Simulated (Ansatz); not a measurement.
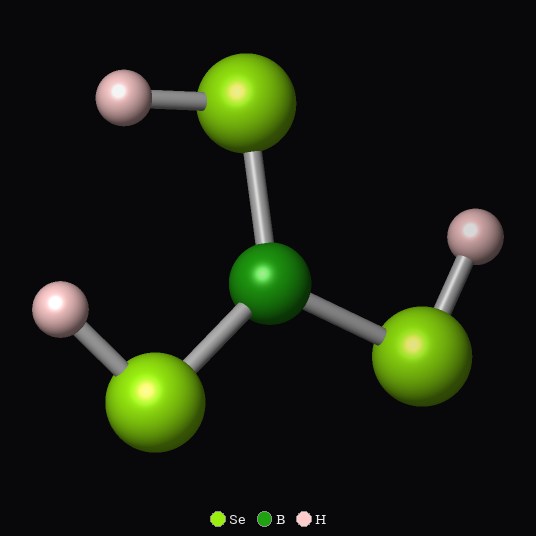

The picture shows a molecular structure as a ball-and-stick model. Every bond is drawn as one stick, whatever its order.

Computed geometry: PBE0-D4/def2-TZVP optimisation.

**Give the formula.**

BH₃Se₃, 7 atoms: 1 boron, 3 hydrogen and 3 selenium.

**Write the SMILES.**

[SeH]B([SeH])[SeH]

**Does it have rings?**

It has no ring.

**How many bonds of each kind are drawn?**

3 B–Se, 3 Se–H.

**Which point group does it belong to?**

Cs.

More results for the same structure follow; atom numbers are the same in all pictures, views and colours differ.

## Charges

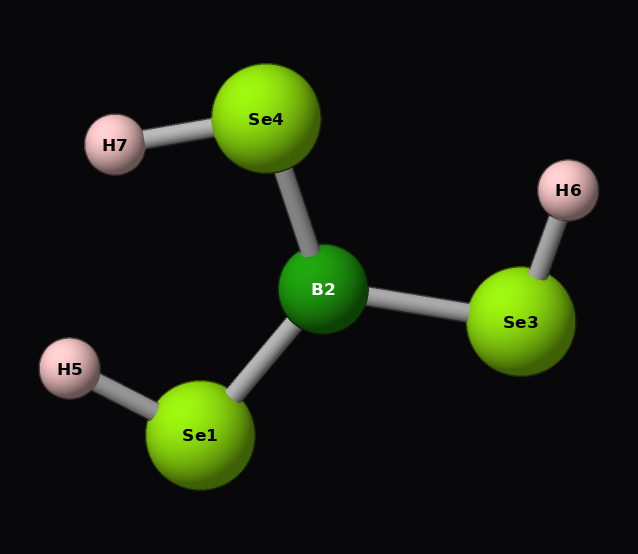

The questions are on Mulliken charges. Method: RKS PBE0-D4/def2-TZVP (Ansatz 0.2.0).

List the Mulliken charges.

| atom | value (e) |
| --- | --- |
| Se1 | −0.10 |
| B2 | −0.03 |
| Se3 | −0.11 |
| Se4 | −0.10 |
| H5 | 0.11 |
| H6 | 0.12 |
| H7 | 0.11 |

## Levels of theory compared

Program: Ansatz 0.2.0.

Tabulate HOMO–LUMO gap (eV), HOMO energy (eV) at these levels: B3LYP-D4/def2-TZVPP; BHLYP-D4/def2-TZVPP; HSE06-D4/def2-TZVPP; PBE0-D4/def2-QZVPP; PBE0-D4/def2-TZVPP; SPW92 (LDA)/def2-TZVPP; revPBE-D4/def2-TZVPP; ωB97M-V/def2-SVP.

```csv
level,HOMO–LUMO gap (eV),HOMO energy (eV)
B3LYP-D4/def2-TZVPP,5.63,−6.87
BHLYP-D4/def2-TZVPP,7.91,−8.05
HSE06-D4/def2-TZVPP,5.26,−6.72
PBE0-D4/def2-QZVPP,6.01,−7.12
PBE0-D4/def2-TZVPP,6.02,−7.11
SPW92 (LDA)/def2-TZVPP,4.09,−6.17
revPBE-D4/def2-TZVPP,4.17,−5.96
ωB97M-V/def2-SVP,10.14,−9.06
```

## Dipole moment

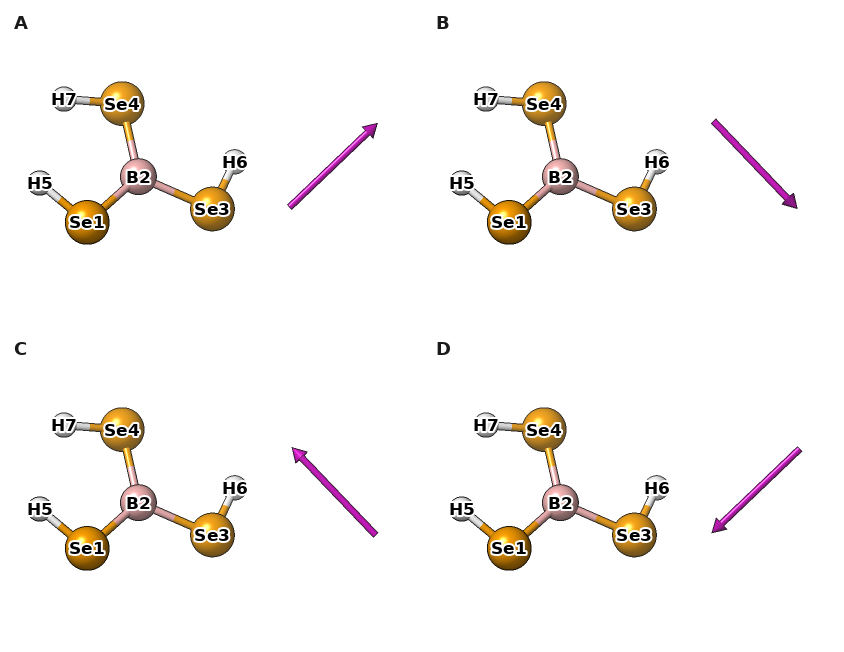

The same molecule four times, each with an arrow. Method: RKS PBE0-D4/def2-TZVP (Ansatz 0.2.0).

**Which arrow points along the dipole moment, from the negative to the positive end?**

C. The dipole moment is 1.18 D; it points from the side of Se3 to the side of H7 (the outermost atoms at the two ends).

Mulliken values depend strongly on the basis set and can even reverse the polarity of a bond.
